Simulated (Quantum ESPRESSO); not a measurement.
# LaCrAsO: which magnetic order is lowest

Wanted: the moments of LaCrAsO and the energy of each order that was tried.

Main program and level: Quantum ESPRESSO 7.5; PBEsol; plane waves with GBRV 1.5 PBEsol potentials, no spin-orbit coupling.

## Step 1: Set-up

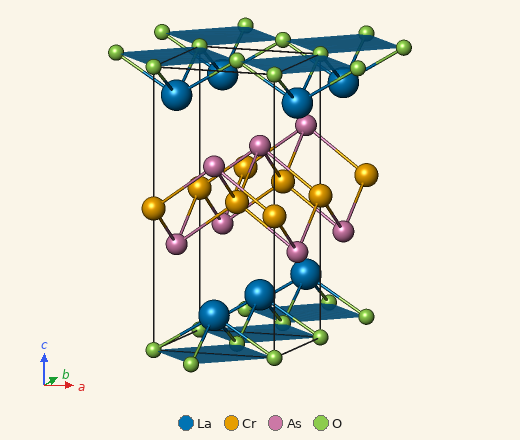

The starting structure, seen slightly off an axis (lanthanum blue, chromium orange, arsenic pink, oxygen green). 1×2×1 cells are drawn. Some periodic images of atoms are drawn too.

Structure file:

```cif
data_structure
_symmetry_space_group_name_H-M 'P4/nmm:1'
_symmetry_Int_Tables_number 129
_cell_length_a 4.0412
_cell_length_b 4.0412
_cell_length_c 8.9863
_cell_angle_alpha 90.000
_cell_angle_beta 90.000
_cell_angle_gamma 90.000
_cell_volume 146.76
loop_
_atom_site_label
_atom_site_type_symbol
_atom_site_symmetry_multiplicity
_atom_site_Wyckoff_symbol
_atom_site_fract_x
_atom_site_fract_y
_atom_site_fract_z
_atom_site_occupancy
La1 La 2 c 0.50000 0.00000 0.13650 1
Cr1 Cr 2 b 0.00000 0.00000 0.50000 1
As1 As 2 c 0.50000 0.00000 0.66250 1
O1 O 2 a 0.00000 0.00000 0.00000 1
```

The cell comes from the Crystallography Open Database.

## Step 2: Start 1: ferro ++

The signs are those of the starting moments on the seeded atoms, the atoms that are given a moment.

File pw.in:

```
&CONTROL
  calculation = 'scf'
  prefix = 'pwscf'
  outdir = './tmp'
  pseudo_dir = './pseudo'
  disk_io = 'nowf'
/
&SYSTEM
  ibrav = 0
  celldm(1) = 8
  nat = 8
  ntyp = 4
  ecutwfc = 40
  ecutrho = 280
  nbnd = 51
  occupations = 'smearing'
  smearing = 'fd'
  degauss = 0.00734986
  nspin = 2
  starting_magnetization(1) = 0
  starting_magnetization(2) = 0.1786
  starting_magnetization(3) = 0
  starting_magnetization(4) = 0
/
&ELECTRONS
  conv_thr = 1.6d-08
  electron_maxstep = 150
  mixing_beta = 0.3
/
ATOMIC_SPECIES
La    138.9055 la_pbesol_v1.uspp.F.UPF
Cr     51.9961 cr_pbesol_v1.5.uspp.F.UPF
As     74.9216 as_pbesol_v1.uspp.F.UPF
O      15.9990 o_pbesol_v1.2.uspp.F.UPF
CELL_PARAMETERS alat
   0.9545951518547    0.0000000000000    0.0000000000000
   0.0000000000000    0.9545951518547    0.0000000000000
   0.0000000000000    0.0000000000000    2.1227057342156
ATOMIC_POSITIONS crystal
La      0.5000000000    0.0000000000    0.1365000000
La      0.0000000000    0.5000000000    0.8635000000
Cr      0.0000000000    0.0000000000    0.5000000000
Cr      0.5000000000    0.5000000000    0.5000000000
As      0.5000000000    0.0000000000    0.6625000000
As      0.0000000000    0.5000000000    0.3375000000
O       0.0000000000    0.0000000000    0.0000000000
O       0.5000000000    0.5000000000    0.0000000000
K_POINTS automatic
8 8 4 0 0 0
```

On the command line:

```sh
OMP_NUM_THREADS=1 mpirun -n 4 pw.x -nk 4 -in pw.in > pw.out
```

The log of the run:

```text
Program PWSCF v.7.5 starts

     Message from routine setup:
     using ibrav=0 with symmetry is DISCOURAGED, use correct ibrav instead

     K-points division:     npool     =       4
     Subspace diagonalization in iterative solution of the eigenvalue problem:

     G-vector sticks info
     --------------------
     sticks:   dense  smooth     PW     G-vecs:    dense   smooth      PW
     Sum        1305     749    221                78387    33913    5601

     Using Slab Decomposition

     bravais-lattice index     =            0
     lattice parameter (alat)  =       8.0000  a.u.
     unit-cell volume          =     990.3717 (a.u.)^3
     number of atoms/cell      =            8
     number of atomic types    =            4
     number of electrons       =        72.00
     number of Kohn-Sham states=           51
     kinetic-energy cutoff     =      40.0000  Ry
     charge density cutoff     =     280.0000  Ry
     scf convergence threshold =      1.6E-08
     mixing beta               =       0.3000
     number of iterations used =            8  plain     mixing
     Exchange-correlation= SLA  PW   PSX  PSC
                           (   1   4  10   8   0   0   0)

     celldm(1)=   8.000000  celldm(2)=   0.000000  celldm(3)=   0.000000
     celldm(4)=   0.000000  celldm(5)=   0.000000  celldm(6)=   0.000000

     crystal axes: (cart. coord. in units of alat)
               a(1) = (   0.954595   0.000000   0.000000 )
               a(2) = (   0.000000   0.954595   0.000000 )
               a(3) = (   0.000000   0.000000   2.122706 )

     reciprocal axes: (cart. coord. in units 2 pi/alat)
               b(1) = (  1.047565  0.000000  0.000000 )
               b(2) = (  0.000000  1.047565  0.000000 )
               b(3) = (  0.000000  0.000000  0.471097 )

     PseudoPot. # 1 for La read from file:
     la_pbesol_v1.uspp.F.UPF
     Pseudo is Ultrasoft + core correction, Zval = 11.0
     Generated by new atomic code, or converted to UPF format
     Using radial grid of  995 points,  8 beta functions with:
                l(1) =   0
                l(2) =   0
                l(3) =   1
                l(4) =   1
                l(5) =   2
                l(6) =   2
                l(7) =   3
                l(8) =   3
     Q(r) pseudized with  8 coefficients,  rinner =    1.700   1.700   1.700
                                                       1.700   1.700   1.700
                                                       1.700

     PseudoPot. # 2 for Cr read from file:
     cr_pbesol_v1.5.uspp.F.UPF
     Pseudo is Ultrasoft + core correction, Zval = 14.0
     Generated by new atomic code, or converted to UPF format
     Using radial grid of  857 points,  6 beta functions with:
                l(1) =   0
                l(2) =   0
                l(3) =   1
                l(4) =   1
                l(5) =   2
                l(6) =   2
     Q(r) pseudized with  8 coefficients,  rinner =    0.950   0.950   0.950
                                                       0.950   0.950

     PseudoPot. # 3 for As read from file:
     as_pbesol_v1.uspp.F.UPF
     Pseudo is Ultrasoft + core correction, Zval =  5.0
     Generated by new atomic code, or converted to UPF format
     Using radial grid of  875 points,  6 beta functions with:
                l(1) =   0
                l(2) =   0
                l(3) =   1
                l(4) =   1
                l(5) =   2
                l(6) =   2
     Q(r) pseudized with  8 coefficients,  rinner =    1.300   1.300   1.300
                                                       1.300   1.300

     PseudoPot. # 4 for O  read from file:
     o_pbesol_v1.2.uspp.F.UPF
     Pseudo is Ultrasoft + core correction, Zval =  6.0
     Generated by new atomic code, or converted to UPF format
     Using radial grid of  737 points,  5 beta functions with:
                l(1) =   0
                l(2) =   0
                l(3) =   1
                l(4) =   1
                l(5) =   2
     Q(r) pseudized with  8 coefficients,  rinner =    0.900   0.900   0.900
                                                       0.900   0.900

     atomic species   valence    mass     pseudopotential
     La               11.00   138.90550     La( 1.00)
     Cr               14.00    51.99610     Cr( 1.00)
     As                5.00    74.92160     As( 1.00)
     O                 6.00    15.99900     O ( 1.00)

     Starting magnetic structure
     atomic species   magnetization
     La              0.000
     Cr              0.179
     As              0.000
     O               0.000

     16 Sym. Ops., with inversion, found ( 8 have fractional translation)

   Cartesian axes

     site n.     atom                  positions (alat units)
         1        La     tau(   1) = (   0.4772976   0.0000000   0.2897493  )
         2        La     tau(   2) = (   0.0000000   0.4772976   1.8329564  )
         3        Cr     tau(   3) = (   0.0000000   0.0000000   1.0613529  )
         4        Cr     tau(   4) = (   0.4772976   0.4772976   1.0613529  )
         5        As     tau(   5) = (   0.4772976   0.0000000   1.4062925  )
         6        As     tau(   6) = (   0.0000000   0.4772976   0.7164132  )
         7        O      tau(   7) = (   0.0000000   0.0000000   0.0000000  )
         8        O      tau(   8) = (   0.4772976   0.4772976   0.0000000  )

     number of k points=    45  Fermi-Dirac smearing, width (Ry)=  0.0073
                       cart. coord. in units 2pi/alat
        k(    1) = (   0.0000000   0.0000000   0.0000000), wk =   0.0039062
        k(    2) = (   0.0000000   0.0000000   0.1177742), wk =   0.0078125
        k(    3) = (   0.0000000   0.0000000  -0.2355484), wk =   0.0039062
        k(    4) = (   0.0000000   0.1309456   0.0000000), wk =   0.0156250
        k(    5) = (   0.0000000   0.1309456   0.1177742), wk =   0.0312500
        [... 40 further k-points ...]

     Dense  grid:    78387 G-vectors     FFT dimensions: (  48,  48,  96)

     Smooth grid:    33913 G-vectors     FFT dimensions: (  32,  32,  72)

     Check: negative core charge=   -0.000002
     Generating pointlists ...
     new r_m :   0.2303 (alat units)  1.8426 (a.u.) for type    1
     new r_m :   0.2429 (alat units)  1.9434 (a.u.) for type    2
     new r_m :   0.2429 (alat units)  1.9434 (a.u.) for type    3
     new r_m :   0.2303 (alat units)  1.8426 (a.u.) for type    4

     Initial potential from superposition of free atoms

     starting charge      69.9407, renormalised to      72.0000

     negative rho (up, down):  7.946E-02 7.898E-02
     Starting wfcs are   76 randomized atomic wfcs

     Self-consistent Calculation

     iteration #  1     ecut=    40.00 Ry     beta= 0.30
     Davidson diagonalization with overlap
     ethr =  1.00E-02,  avg # of iterations =  5.3

     negative rho (up, down):  7.642E-02 7.642E-02

     total energy              =    -664.87901589 Ry
     estimated scf accuracy    <      76.17736355 Ry

     total magnetization       =     1.84 Bohr mag/cell
     absolute magnetization    =     2.24 Bohr mag/cell

     iteration #  2     ecut=    40.00 Ry     beta= 0.30
     Davidson diagonalization with overlap
     ethr =  1.00E-02,  avg # of iterations =  8.0

     negative rho (up, down):  7.161E-04 7.187E-04

     total energy              =    -673.78093109 Ry
     estimated scf accuracy    <     523.73108539 Ry

     total magnetization       =     4.98 Bohr mag/cell
     absolute magnetization    =     5.01 Bohr mag/cell

     iteration #  3     ecut=    40.00 Ry     beta= 0.30
     Davidson diagonalization with overlap
     ethr =  1.00E-02,  avg # of iterations =  6.4

     negative rho (up, down):  9.005E-03 9.928E-03

     total energy              =    -700.07865515 Ry
     estimated scf accuracy    <      51.72862400 Ry

     total magnetization       =     0.53 Bohr mag/cell
     absolute magnetization    =     0.58 Bohr mag/cell

     [... further iterations left out ...]

     iteration # 27     ecut=    40.00 Ry     beta= 0.30
     Davidson diagonalization with overlap
     ethr =  1.70E-09,  avg # of iterations =  4.7

     negative rho (up, down):  5.408E-02 5.882E-02

     total energy              =    -700.32121823 Ry
     estimated scf accuracy    <       0.00000245 Ry

     total magnetization       =     4.64 Bohr mag/cell
     absolute magnetization    =     5.23 Bohr mag/cell

     iteration # 28     ecut=    40.00 Ry     beta= 0.30
     Davidson diagonalization with overlap
     ethr =  1.70E-09,  avg # of iterations =  2.6

     negative rho (up, down):  5.405E-02 5.880E-02

     total energy              =    -700.32121830 Ry
     estimated scf accuracy    <       0.00000031 Ry

     total magnetization       =     4.64 Bohr mag/cell
     absolute magnetization    =     5.23 Bohr mag/cell

     iteration # 29     ecut=    40.00 Ry     beta= 0.30
     Davidson diagonalization with overlap
     ethr =  4.34E-10,  avg # of iterations =  4.3

     negative rho (up, down):  5.408E-02 5.882E-02

     total energy              =    -700.32121841 Ry
     estimated scf accuracy    <       0.00000022 Ry

     total magnetization       =     4.64 Bohr mag/cell
     absolute magnetization    =     5.23 Bohr mag/cell

     iteration # 30     ecut=    40.00 Ry     beta= 0.30
     Davidson diagonalization with overlap
     ethr =  3.09E-10,  avg # of iterations =  4.0

     negative rho (up, down):  5.408E-02 5.881E-02

     Magnetic moment per site  (integrated on atomic sphere of radius R)
     atom   1 (R=0.230)  charge=  6.1663  magn= -0.0039
     atom   2 (R=0.230)  charge=  6.1663  magn= -0.0039
     atom   3 (R=0.243)  charge= 12.1234  magn=  2.1644
     atom   4 (R=0.243)  charge= 12.1234  magn=  2.1644
     atom   5 (R=0.243)  charge=  2.8625  magn= -0.0808
     atom   6 (R=0.243)  charge=  2.8625  magn= -0.0808
     atom   7 (R=0.230)  charge=  6.2580  magn=  0.0002
     atom   8 (R=0.230)  charge=  6.2580  magn=  0.0002

     End of self-consistent calculation

     [... lines left out ...]
     the Fermi energy is    11.5424 ev

!    total energy              =    -700.32121847 Ry
     estimated scf accuracy    <       0.00000001 Ry
     smearing contrib. (-TS)   =      -0.00939283 Ry
     internal energy E=F+TS    =    -700.31182564 Ry

     The total energy is F=E-TS. E is the sum of the following terms:
     one-electron contribution =    -268.19587721 Ry
     hartree contribution      =     169.43185254 Ry
     xc contribution           =    -219.69684271 Ry
     ewald contribution        =    -381.85095826 Ry

     total magnetization       =     4.64 Bohr mag/cell
     absolute magnetization    =     5.23 Bohr mag/cell

     convergence has been achieved in  30 iterations

=------------------------------------------------------------------------------=
   JOB DONE.
=------------------------------------------------------------------------------=
```

It took 11 min on 4 MPI ranks of Intel Xeon at 2.50GHz (Skylake/Cascade Lake), shared host; peak memory 1.6 GiB; 44 min of CPU time.

Spin moment in the atom's sphere by atom:

```csv
atom,spin moment in the atom's sphere (μB)
La1,0.00
La2,0.00
Cr3,2.16
Cr4,2.16
As5,-0.08
As6,-0.08
O7,0.00
O8,0.00
```

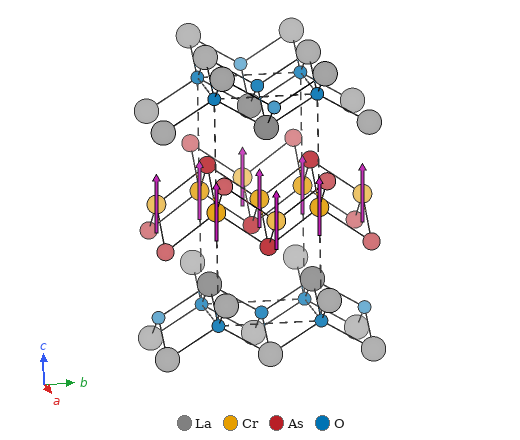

Spin moment in the atom's sphere as arrows, the longest 2.16 μB. Up and down stand for the sign. Arrows give size and sign along the axis of quantisation, drawn up and down the page. Some periodic images of atoms are drawn too.

Numbers from this step:

```
smearing term TS       : 0.1278 eV
magnetization          : 4.636 μB
absolute magnetization : 5.231 μB
final state            : ferromagnetic
```

(Continued in part 2 of 2.)

[Logs and program files are shortened in this print: banners, set-up blocks, solver, clock and traceback lines can be left out without a mark of their own.]

[Logs are printed without paths, hosts, clocks, repeated set-up lines and the standing remarks that a program may print on its own settings, such as how far it seeks lower states.]

[Hosts, paths, dates, database ids (printed as entryN), source tags and the programs' standing remarks are cut or masked in the printed files.]

[Where a cell is said to come from a database of computed structures, the database is the Materials Project.]
